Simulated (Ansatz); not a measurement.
**ClF3Hf (SMILES [F][Hf]([F])([F])[Cl]): density, localisation and related maps**

Input file:

```
crystal:
  periodic: [false, false, false]
  atoms:
    - {symbol: F, position_ang: [-0.671888, -0.515514, 1.714542]}
    - {symbol: Hf, position_ang: [0.015857, -0.091310, 0.004723]}
    - {symbol: F, position_ang: [1.827954, -0.626510, -0.074747]}
    - {symbol: F, position_ang: [-0.961433, -1.048142, -1.301352]}
    - {symbol: Cl, position_ang: [-0.160490, 2.207877, -0.384566]}
basis:
  gaussian: {orbitals: def2-TZVPP}
hamiltonian: {xc: pbe0, dispersion: d4}
output: {orbitals: {seedname: orbitals}}
```

Launched as:

```sh
ansatz run in.yaml --threads 4 --pin off --events-out ev --progress --plain --max-ram 10444MiB
```

Geometry: PBE0-D4/def2-TZVP; core potentials replace the inner electrons of Hf.

Level of theory: RKS PBE0-D4/def2-TZVPP in Ansatz.

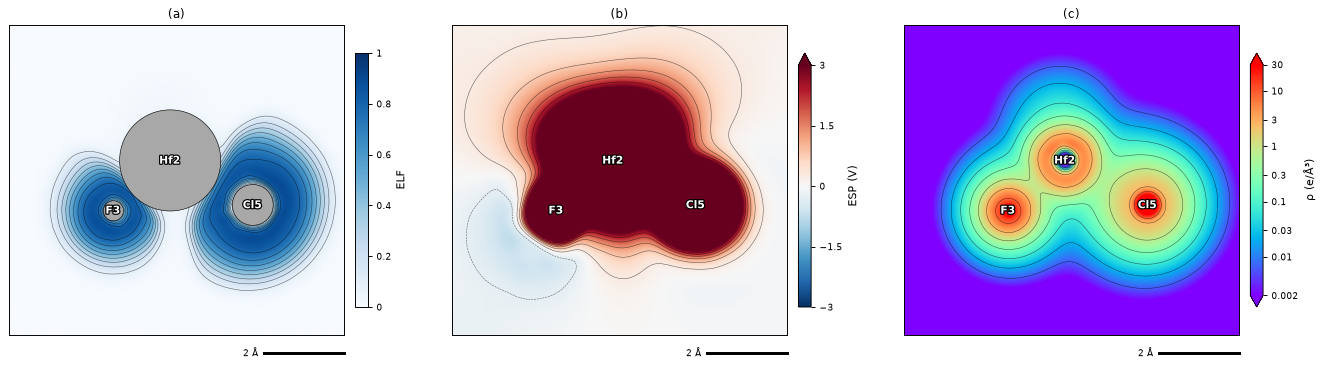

Figure 1. (a) electron localisation function; (b) molecular electrostatic potential; (c) electron density on the plane of atoms F3, Hf2 and Cl5. Grey discs cover the atomic cores in the ELF map.

**Describe what can be read from this map.**

The plane passes through Hf, F and Cl nuclei.
Hf–F (1.89 Å): ρ at the midpoint is about 0.98 e/Å³; the ELF peaks at about 0.85 in the valence shell of F, 0.5 Å from its nucleus, and drops to about 0.20 between the two atoms.
Hf–Cl (2.34 Å): ρ is about 0.62 e/Å³ halfway; the ELF peaks at about 0.85 in the valence shell of Cl, 0.8 Å from its nucleus, and is about 0.40 at the midpoint.
Outside the dense part of the molecule the potential is most negative (−0.7 V) near F3.

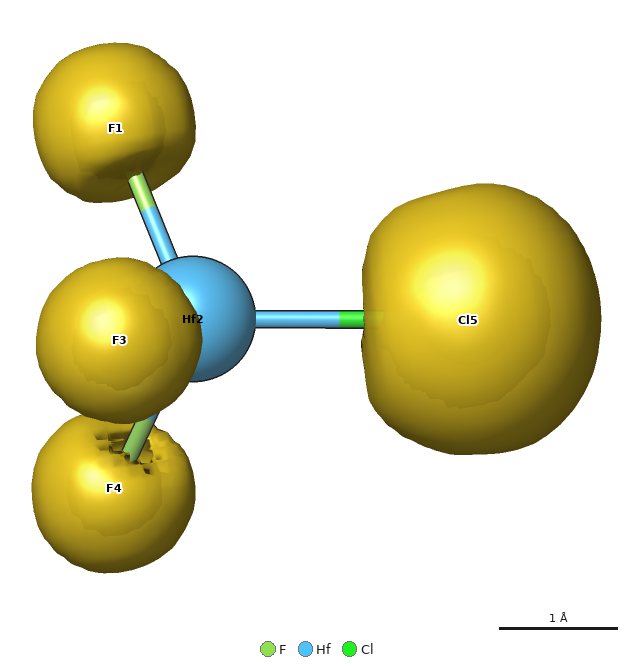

Figure 2. Isosurface of the electron localisation function at 0.8 (yellow), seen at a tilt. Only the valence region is drawn (cores and ρ < 0.01 e/Å³ removed).

**Where are the electrons localised?**

The ELF exceeds this value in one region wrapped around Cl (its valence shell) and three regions wrapped around F (the valence shell of each).

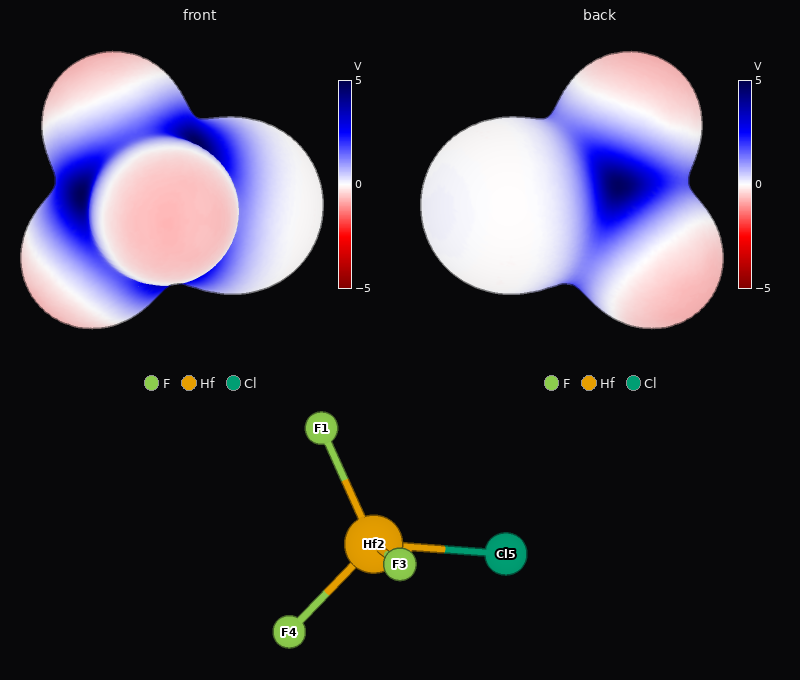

Figure 3. The electrostatic potential painted on the density surface at 0.002 e/bohr³, seen from the front and from behind; red is negative and blue positive. The bare structure is drawn below in the same view.

**Which sites attract a positive test charge, and which a negative one?**

A positive charge is drawn to the negative regions and a negative charge to the positive ones. The most negative region (about −0.7 V) lies over F1, F3 and F4, the most positive (about +4.6 V) over Hf2.
